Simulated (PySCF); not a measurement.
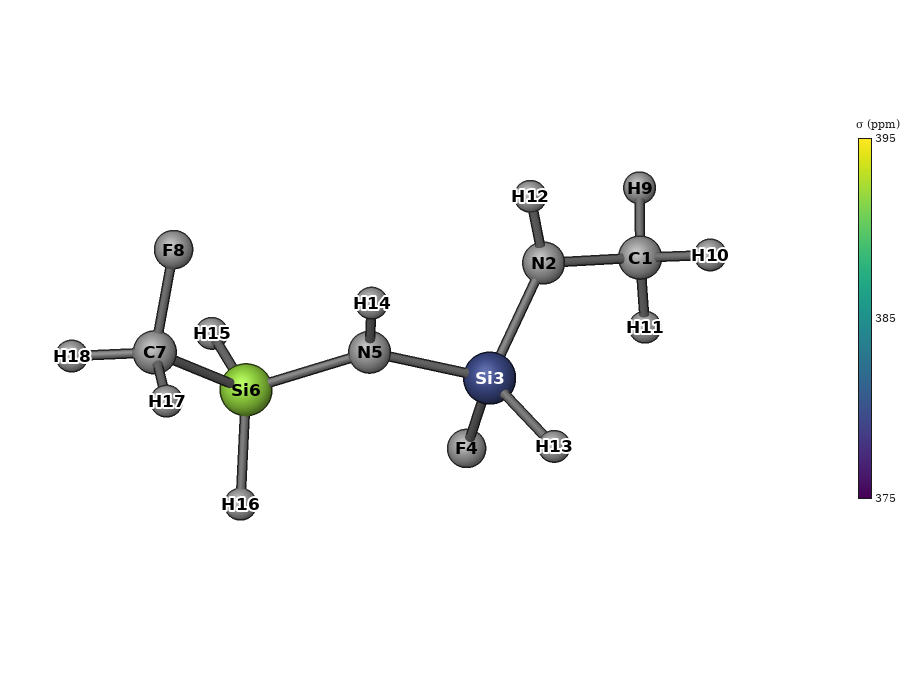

Atoms are coloured by their isotropic NMR shieldings (Si only, the others grey). Computed geometry: GFN2-xTB optimisation. No frequency run is at hand to confirm it as a minimum. Level of theory: GIAO PBE0/pcSseg-1 NMR shielding, non-relativistic, gas phase (PySCF 2.14.0).

Give the isotropic NMR shieldings of the Si atoms atom by atom.

```csv
atom,σ (ppm)
Si3,379.6
Si6,391.9
```

The geometry is semi-empirical. Around Si such bond lengths and angles can be off by a tenth of an ångström or more and by several degrees, and values that hang on the shape move with them.
